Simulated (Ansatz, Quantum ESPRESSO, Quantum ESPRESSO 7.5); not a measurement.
# Ballistic transmission: vacuum gap of 4.0 Å between two Na(100) faces

Wanted: the transmission near the Fermi level and the conductance of this junction: vacuum gap of 4.0 Å between two Na(100) faces.

Method: plane-wave DFT, PBE, GBRV ultrasoft pseudopotentials (cross-check by Ansatz 0.2.0 with PAW datasets), in Quantum ESPRESSO 7.5.

## Step 1: Starting point

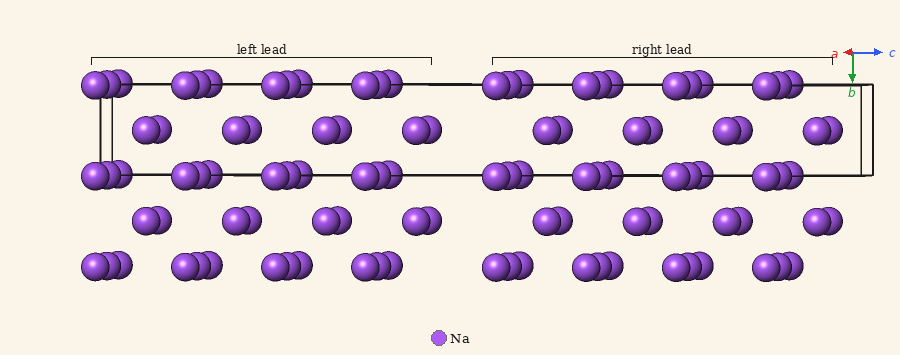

The starting structure, seen from the side, with the c axis across the page (sodium purple). 2×2×1 cells are drawn. Some periodic images of atoms are drawn too.

The cell holds 16 atoms: 16 Na. Cell: a = 4.200 Å, b = 4.200 Å, c = 35.500 Å, α = 90.0°, β = 90.0°, γ = 90.0°. It derives from Na. Regions: left lead, 8 atoms (8 Na); right lead, 8 atoms (8 Na). The structure is stacked along c, and the current runs across the ab planes.

## Step 2: SCF with pw.x

One periodic cell holds a stretch of lead, the junction and more lead; the atoms stay as built.

The input, scf.in:

```
&control
  prefix = 'scf'
  outdir = './out'
  pseudo_dir = './pseudo'
  calculation = 'scf'
  tprnfor = .true.
/
&system
  ibrav = 0
  nat = 16
  ntyp = 1
  ecutwfc = 40
  ecutrho = 200
  occupations = 'smearing'
  smearing = 'mv'
  degauss = 0.01
/
&electrons
  conv_thr = 1e-07
  mixing_beta = 0.25
  electron_maxstep = 120
  mixing_mode = 'local-TF'
/
ATOMIC_SPECIES
  Na  22.9898  na_pbe_v1.5.uspp.F.UPF
CELL_PARAMETERS angstrom
  4.20000000000000 0.00000000000000 0.00000000000000
  0.00000000000000 4.20000000000000 0.00000000000000
  0.00000000000000 0.00000000000000 35.50000000000000
ATOMIC_POSITIONS crystal
  Na  0.000000000000 0.000000000000 0.000000000000
  Na  0.500000000000 0.500000000000 0.059154929577
  Na  0.000000000000 0.000000000000 0.118309859155
  Na  0.500000000000 0.500000000000 0.177464788732
  Na  0.000000000000 0.000000000000 0.236619718310
  Na  0.500000000000 0.500000000000 0.295774647887
  Na  0.000000000000 0.000000000000 0.354929577465
  Na  0.500000000000 0.500000000000 0.414084507042
  Na  0.000000000000 0.000000000000 0.526760563380
  Na  0.500000000000 0.500000000000 0.585915492958
  Na  0.000000000000 0.000000000000 0.645070422535
  Na  0.500000000000 0.500000000000 0.704225352113
  Na  0.000000000000 0.000000000000 0.763380281690
  Na  0.500000000000 0.500000000000 0.822535211268
  Na  0.000000000000 0.000000000000 0.881690140845
  Na  0.500000000000 0.500000000000 0.940845070423
K_POINTS automatic
  6 6 1 0 0 0
```

Launch:

```console
OMP_NUM_THREADS=1 mpirun -n 4 pw.x -nk 2 -in scf.in > scf.out
```

Output:

```text
Program PWSCF v.7.5 starts
[citation notice left out]

     Parallel version (MPI & OpenMP), running on       4 processor cores
     Number of MPI processes:                 4
     Threads/MPI process:                     1

     MPI processes distributed on     1 nodes
[...]
Current dimensions of program PWSCF are:
     Max number of different atomic species (ntypx) = 10
     Max number of k-points (npk) =  40000
     Max angular momentum in pseudopotentials (lmaxx) =  4
     Message from routine setup:
     using ibrav=0 with symmetry is DISCOURAGED, use correct ibrav instead

     K-points division:     npool     =       2
     R & G space division:  proc/nbgrp/npool/nimage =       2
     Subspace diagonalization in iterative solution of the eigenvalue problem:
     a serial algorithm will be used

     Parallelization info
     --------------------
     sticks:   dense  smooth     PW     G-vecs:    dense   smooth      PW
     Min         498     396    120               100816    72098   11692
     Max         499     397    121               100833    72125   11711
     Sum         997     793    241               201649   144223   23403

     Using Slab Decomposition

     bravais-lattice index     =            0
     lattice parameter (alat)  =       7.9368  a.u.
     unit-cell volume          =    4225.9420 (a.u.)^3
     number of atoms/cell      =           16
     number of atomic types    =            1
     number of electrons       =       144.00
     number of Kohn-Sham states=           86
     kinetic-energy cutoff     =      40.0000  Ry
     charge density cutoff     =     200.0000  Ry
     scf convergence threshold =      1.0E-07
     mixing beta               =       0.2500
     number of iterations used =            8  local-TF  mixing
     Exchange-correlation=  SLA  PW   PBX  PBC
                           (   1   4   3   4   0   0   0)

     celldm(1)=   7.936850  celldm(2)=   0.000000  celldm(3)=   0.000000
     celldm(4)=   0.000000  celldm(5)=   0.000000  celldm(6)=   0.000000

     crystal axes: (cart. coord. in units of alat)
               a(1) = (   1.000000   0.000000   0.000000 )
               a(2) = (   0.000000   1.000000   0.000000 )
               a(3) = (   0.000000   0.000000   8.452381 )

     reciprocal axes: (cart. coord. in units 2 pi/alat)
               b(1) = (  1.000000  0.000000  0.000000 )
               b(2) = (  0.000000  1.000000  0.000000 )
               b(3) = (  0.000000  0.000000  0.118310 )

     PseudoPot. # 1 for Na read from file:
     ./pseudo/na_pbe_v1.5.uspp.F.UPF
     Pseudo is Ultrasoft, Zval =  9.0
     Generated by new atomic code, or converted to UPF format
     Using radial grid of  819 points,  5 beta functions with:
                l(1) =   0
                l(2) =   0
                l(3) =   1
                l(4) =   1
                l(5) =   2
     Q(r) pseudized with  8 coefficients,  rinner =    1.250   1.250   1.250
                                                       1.250   1.250

     atomic species   valence    mass     pseudopotential
     Na                9.00    22.98980     Na( 1.00)

      8 Sym. Ops. (no inversion) found

   Cartesian axes

     site n.     atom                  positions (alat units)
         1        Na     tau(   1) = (   0.0000000   0.0000000   0.0000000  )
         2        Na     tau(   2) = (   0.5000000   0.5000000   0.5000000  )
         3        Na     tau(   3) = (   0.0000000   0.0000000   1.0000000  )
         4        Na     tau(   4) = (   0.5000000   0.5000000   1.5000000  )
         5        Na     tau(   5) = (   0.0000000   0.0000000   2.0000000  )
         6        Na     tau(   6) = (   0.5000000   0.5000000   2.5000000  )
         7        Na     tau(   7) = (   0.0000000   0.0000000   3.0000000  )
         8        Na     tau(   8) = (   0.5000000   0.5000000   3.5000000  )
         9        Na     tau(   9) = (   0.0000000   0.0000000   4.4523810  )
        10        Na     tau(  10) = (   0.5000000   0.5000000   4.9523810  )
        11        Na     tau(  11) = (   0.0000000   0.0000000   5.4523810  )
        12        Na     tau(  12) = (   0.5000000   0.5000000   5.9523810  )
        13        Na     tau(  13) = (   0.0000000   0.0000000   6.4523810  )
        14        Na     tau(  14) = (   0.5000000   0.5000000   6.9523810  )
        15        Na     tau(  15) = (   0.0000000   0.0000000   7.4523810  )
        16        Na     tau(  16) = (   0.5000000   0.5000000   7.9523810  )

     number of k points=    10  Marzari-Vanderbilt smearing, width (Ry)=  0.0100
                       cart. coord. in units 2pi/alat
        k(    1) = (   0.0000000   0.0000000   0.0000000), wk =   0.0555556
        k(    2) = (   0.0000000   0.1666667   0.0000000), wk =   0.2222222
        k(    3) = (   0.0000000   0.3333333   0.0000000), wk =   0.2222222
        k(    4) = (   0.0000000  -0.5000000   0.0000000), wk =   0.1111111
        k(    5) = (   0.1666667   0.1666667   0.0000000), wk =   0.2222222
        k(    6) = (   0.1666667   0.3333333   0.0000000), wk =   0.4444444
        k(    7) = (   0.1666667  -0.5000000   0.0000000), wk =   0.2222222
        k(    8) = (   0.3333333   0.3333333   0.0000000), wk =   0.2222222
        k(    9) = (   0.3333333  -0.5000000   0.0000000), wk =   0.2222222
        k(   10) = (  -0.5000000  -0.5000000   0.0000000), wk =   0.0555556

     Dense  grid:   201649 G-vectors     FFT dimensions: (  36,  36, 320)

     Smooth grid:   144223 G-vectors     FFT dimensions: (  32,  32, 288)

     Estimated max dynamical RAM per process >     274.19 MB

     Estimated total dynamical RAM >       1.02 GB

     Initial potential from superposition of free atoms

     starting charge     143.8994, renormalised to     144.0000
     Starting wfcs are   80 randomized atomic wfcs +    6 random wfcs

     total cpu time spent up to now is        2.3 secs

     per-process dynamical memory:   146.5 Mb

     Self-consistent Calculation

     iteration #  1     ecut=    40.00 Ry     beta= 0.25
     Davidson diagonalization with overlap
     ethr =  1.00E-02,  avg # of iterations =  5.7

     Threshold (ethr) on eigenvalues was too large:
     Diagonalizing with lowered threshold

     Davidson diagonalization with overlap
     ethr =  2.51E-04,  avg # of iterations =  8.0

     total cpu time spent up to now is       16.8 secs

     total energy              =   -1525.51619798 Ry
     estimated scf accuracy    <       0.36902298 Ry

     iteration #  2     ecut=    40.00 Ry     beta= 0.25
[...]
total energy              =   -1525.50624556 Ry
     estimated scf accuracy    <       0.00000113 Ry

     iteration # 10     ecut=    40.00 Ry     beta= 0.25
[...]
total energy              =   -1525.50624617 Ry
     estimated scf accuracy    <       0.00000024 Ry

     iteration # 11     ecut=    40.00 Ry     beta= 0.25
[...]
End of self-consistent calculation

          k = 0.0000 0.0000 0.0000 ( 17903 PWs)   bands (ev):

   -51.9191 -51.9191 -51.6448 -51.6448 -51.6430 -51.6430 -51.6274 -51.6274
   -51.6229 -51.6229 -51.6116 -51.6098 -51.6085 -51.6085 -51.5727 -51.5727
   -23.8378 -23.8371 -23.8344 -23.8344 -23.8343 -23.8343 -23.5747 -23.5747
   -23.5703 -23.5703 -23.5703 -23.5703 -23.5633 -23.5633 -23.5576 -23.5576
   -23.5576 -23.5576 -23.5500 -23.5498 -23.5482 -23.5482 -23.5469 -23.5469
   -23.5465 -23.5465 -23.5455 -23.5455 -23.5454 -23.5454 -23.5389 -23.5340
   -23.5340 -23.5316 -23.5285 -23.5277 -23.5277 -23.5261 -23.5261 -23.5228
   -23.5212 -23.5212 -23.4951 -23.4950 -23.4897 -23.4897 -23.4897 -23.4897
    -1.8618  -1.7658  -1.6486  -1.3918  -1.1913  -0.7584  -0.5540   0.1151
     0.2737   1.2097   1.2880   2.5082   2.5096   3.9427   3.9704   5.4867
     5.5524   5.9396   6.0306   6.1506   6.3165   6.3166

          k = 0.0000 0.1667 0.0000 ( 17974 PWs)   bands (ev):

   -51.9191 -51.9190 -51.6447 -51.6447 -51.6431 -51.6431 -51.6274 -51.6273
   -51.6228 -51.6228 -51.6115 -51.6099 -51.6085 -51.6085 -51.5727 -51.5727
   -23.8377 -23.8371 -23.8357 -23.8356 -23.8343 -23.8342 -23.5754 -23.5754
   -23.5728 -23.5728 -23.5691 -23.5691 -23.5623 -23.5623 -23.5587 -23.5587
   -23.5579 -23.5579 -23.5520 -23.5508 -23.5495 -23.5492 -23.5468 -23.5466
   -23.5465 -23.5464 -23.5464 -23.5459 -23.5458 -23.5454 -23.5374 -23.5364
   -23.5335 -23.5299 -23.5294 -23.5277 -23.5275 -23.5273 -23.5265 -23.5225
   -23.5221 -23.5218 -23.4946 -23.4946 -23.4907 -23.4907 -23.4901 -23.4901
    -1.6176  -1.5220  -1.4054  -1.1497  -0.9500  -0.5189  -0.3154   0.3511
     0.5086   1.4405   1.5171   2.7242   2.7255   3.9022   3.9070   3.9403
     4.2227   4.4417   4.4886   4.6170   5.0017   5.2071

          k = 0.0000 0.3333 0.0000 ( 18026 PWs)   bands (ev):

   -51.9190 -51.9190 -51.6443 -51.6443 -51.6434 -51.6434 -51.6273 -51.6273
   -51.6227 -51.6227 -51.6111 -51.6102 -51.6085 -51.6085 -51.5727 -51.5726
   -23.8383 -23.8382 -23.8374 -23.8370 -23.8340 -23.8339 -23.5779 -23.5779
   -23.5758 -23.5758 -23.5660 -23.5660 -23.5620 -23.5620 -23.5604 -23.5604
   -23.5593 -23.5593 -23.5552 -23.5550 -23.5523 -23.5516 -23.5478 -23.5478
   -23.5466 -23.5466 -23.5462 -23.5462 -23.5437 -23.5432 -23.5387 -23.5371
   -23.5322 -23.5312 -23.5294 -23.5278 -23.5276 -23.5275 -23.5272 -23.5259
   -23.5218 -23.5218 -23.4938 -23.4938 -23.4924 -23.4924 -23.4908 -23.4908
    -0.8918  -0.7975  -0.6824  -0.4299  -0.2322   0.1931   0.3945   1.0512
     1.2062   1.9164   2.0042   2.0882   2.1366   2.1729   2.3403   2.5240
     3.0047   3.2194   3.4941   3.5049   3.8485   3.9988

          k = 0.0000-0.5000 0.0000 ( 18020 PWs)   bands (ev):

   -51.9190 -51.9190 -51.6439 -51.6439 -51.6437 -51.6437 -51.6273 -51.6273
   -51.6227 -51.6227 -51.6107 -51.6107 -51.6085 -51.6085 -51.5726 -51.5726
   -23.8395 -23.8395 -23.8371 -23.8371 -23.8338 -23.8338 -23.5793 -23.5793
   -23.5771 -23.5771 -23.5630 -23.5630 -23.5618 -23.5618 -23.5615 -23.5615
   -23.5615 -23.5614 -23.5568 -23.5568 -23.5532 -23.5532 -23.5481 -23.5481
   -23.5469 -23.5469 -23.5463 -23.5463 -23.5418 -23.5418 -23.5391 -23.5391
   -23.5300 -23.5300 -23.5298 -23.5297 -23.5279 -23.5279 -23.5275 -23.5275
   -23.5218 -23.5218 -23.4934 -23.4934 -23.4932 -23.4932 -23.4911 -23.4911
     0.2965   0.2965   0.3885   0.3885   0.5016   0.5016   0.7475   0.7475
     0.9438   0.9438   1.3557   1.3557   1.5556   1.5556   2.1015   2.1015
     2.4971   2.4971   3.3023   3.3023   3.4207   3.4207

          k = 0.1667 0.1667 0.0000 ( 18039 PWs)   bands (ev):

   -51.9190 -51.9190 -51.6445 -51.6445 -51.6432 -51.6432 -51.6273 -51.6273
   -51.6228 -51.6228 -51.6113 -51.6100 -51.6085 -51.6085 -51.5727 -51.5727
   -23.8375 -23.8371 -23.8356 -23.8355 -23.8355 -23.8355 -23.5754 -23.5754
   -23.5722 -23.5722 -23.5718 -23.5718 -23.5609 -23.5609 -23.5599 -23.5599
   -23.5585 -23.5585 -23.5520 -23.5504 -23.5500 -23.5497 -23.5483 -23.5477
   -23.5477 -23.5476 -23.5463 -23.5463 -23.5458 -23.5457 -23.5369 -23.5355
   -23.5351 -23.5296 -23.5292 -23.5290 -23.5288 -23.5268 -23.5265 -23.5231
   -23.5226 -23.5215 -23.4944 -23.4944 -23.4912 -23.4912 -23.4906 -23.4906
    -1.3746  -1.2794  -1.1633  -0.9087  -0.7097  -0.2805  -0.0778   0.5859
     0.7425   1.6699   1.7450   2.9384   2.9418   3.9138   3.9989   4.1088
     4.1723   4.1765   4.3355   4.4173   4.5360   4.7433

          k = 0.1667 0.3333 0.0000 ( 18058 PWs)   bands (ev):

   -51.9190 -51.9190 -51.6442 -51.6442 -51.6434 -51.6434 -51.6273 -51.6273
   -51.6227 -51.6227 -51.6110 -51.6103 -51.6085 -51.6085 -51.5726 -51.5726
   -23.8382 -23.8381 -23.8372 -23.8369 -23.8353 -23.8352 -23.5773 -23.5773
   -23.5749 -23.5749 -23.5700 -23.5700 -23.5631 -23.5630 -23.5599 -23.5599
   -23.5583 -23.5583 -23.5538 -23.5534 -23.5526 -23.5510 -23.5492 -23.5489
   -23.5480 -23.5478 -23.5475 -23.5463 -23.5451 -23.5451 -23.5389 -23.5358
   -23.5340 -23.5315 -23.5300 -23.5298 -23.5275 -23.5270 -23.5266 -23.5248
   -23.5227 -23.5221 -23.4942 -23.4942 -23.4925 -23.4925 -23.4913 -23.4913
    -0.6521  -0.5582  -0.4435  -0.1922   0.0050   0.4282   0.6291   1.2823
     1.4367   2.1396   2.2265   2.3116   2.3589   2.3956   2.5603   2.7435
     3.2207   3.4374   3.6920   3.7047   4.0572   4.2108

[...]
the Fermi energy is     1.3671 ev

!    total energy              =   -1525.50624679 Ry
     estimated scf accuracy    <       0.00000005 Ry
     smearing contrib. (-TS)   =      -0.00058849 Ry
     internal energy E=F+TS    =   -1525.50565830 Ry

     The total energy is F=E-TS. E is the sum of the following terms:
     one-electron contribution =   -1560.71442083 Ry
     hartree contribution      =     785.20148053 Ry
     xc contribution           =    -228.91907260 Ry
     ewald contribution        =    -521.07364540 Ry

     convergence has been achieved in  11 iterations

     Forces acting on atoms (cartesian axes, Ry/au):

     atom    1 type  1   force =     0.00000000    0.00000000    0.00010682
     atom    2 type  1   force =     0.00000000    0.00000000   -0.00035979
     atom    3 type  1   force =     0.00000000    0.00000000    0.00091195
     atom    4 type  1   force =     0.00000000    0.00000000   -0.00038288
     atom    5 type  1   force =     0.00000000    0.00000000   -0.00064947
     atom    6 type  1   force =     0.00000000    0.00000000    0.00019785
     atom    7 type  1   force =     0.00000000    0.00000000   -0.00047589
     atom    8 type  1   force =     0.00000000    0.00000000    0.00579282
     atom    9 type  1   force =     0.00000000    0.00000000   -0.00579821
     atom   10 type  1   force =     0.00000000    0.00000000    0.00047429
     atom   11 type  1   force =     0.00000000    0.00000000   -0.00019736
     atom   12 type  1   force =     0.00000000    0.00000000    0.00065240
     atom   13 type  1   force =     0.00000000    0.00000000    0.00037987
     atom   14 type  1   force =     0.00000000    0.00000000   -0.00091044
     atom   15 type  1   force =     0.00000000    0.00000000    0.00036816
     atom   16 type  1   force =     0.00000000    0.00000000   -0.00011012

     Total force =     0.008414     Total SCF correction =     0.000415

[...]
=------------------------------------------------------------------------------=
   JOB DONE.
=------------------------------------------------------------------------------=
```

Wall time 81 s (4 MPI ranks of Arm Neoverse V2, shared host); peak memory 1.1 GiB.

This step gave:

| Item | Value |
| --- | --- |
| free energy | -20755.5699 eV |
| Fermi energy | 1.367 eV |

The program's own clock; routines nest. Time by routine:

```
     routine  wall time (s)  calls
       PWSCF          80.33      1
   electrons          76.56      1
     c_bands          64.88     12
     cegterg          60.17     60
       h_psi          32.65    260
        fftw          19.04  28202
    vloc_psi          18.06    260
      calbec          11.13    340
    sum_band           8.79     12
h_psi:calbec           7.04    260
  add_vuspsi           7.03    260
       s_psi           7.02    260
    init_run           2.22      1
     wfcinit           1.91      1
```

The run needed 11 iterations to bring the estimated error under 1e-07 Ry; the largest force on any atom, held or free, is 0.15 eV/Å.

(Part 1 of 3 ends here.)

[Logs are printed without paths, hosts, clocks, repeated set-up lines and the standing remarks that a program may print on its own settings, such as how far it seeks lower states.]

[Hosts, paths, dates, database ids (printed as entryN), source tags and the programs' standing remarks are cut or masked in the printed files.]

[Maps of the electrostatic potential energy from Ansatz leave out the sawtooth potential of an applied field or a dipole correction, so their vacuum need not be flat; planar profiles and work functions include it.]
